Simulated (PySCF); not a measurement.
SMILES [SiH2](N)c1ccc(cc1)[SiH3] at its GFN2-xTB optimised geometry (Å):

```
20

Si    -2.6298    -4.0626    -5.2266
C     -2.0040    -3.0951    -3.7355
C     -2.7566    -2.0677    -3.1730
C     -2.2885    -1.3465    -2.0915
C     -1.0473    -1.6171    -1.5217
C     -0.2951    -2.6432    -2.0873
C     -0.7613    -3.3656    -3.1688
Si    -0.4325    -0.6676     0.0000
N     -0.8814    -1.3608     1.5181
H     -4.0935    -4.1089    -5.1889
H     -2.1920    -3.4024    -6.4608
H     -2.0860    -5.4220    -5.1794
H     -3.7266    -1.8325    -3.5910
H     -2.8973    -0.5530    -1.6780
H      0.6759    -2.8773    -1.6705
H     -0.1520    -4.1578    -3.5835
H     -1.0308     0.6676     0.0000
H      1.0308    -0.6676     0.0000
H     -0.4745    -2.2435     1.7842
H     -1.8528    -1.3476     1.7857
```

Computed with PySCF 2.14.0 with PBE0/def2-SVP. Cells within 0.4 Å of a nucleus heavier than hydrogen are left out (blank, or x).

Map of the HOMO amplitude (bohr^(-3/2)) on the plane z = 1.5 Å; orbital energy -7.01 eV, overall sign arbitrary:

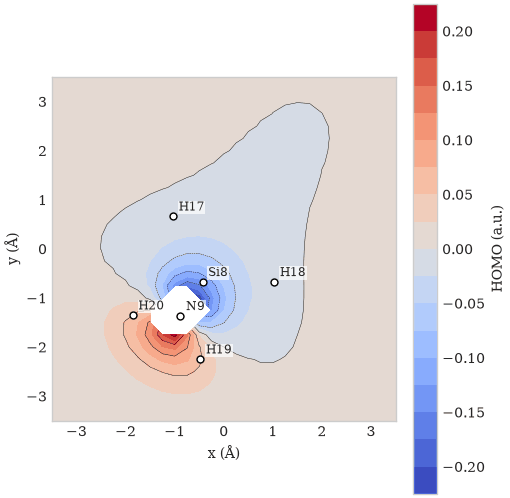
Figure: HOMO amplitude (bohr^(-3/2)) on the plane z = 1.5 Å.
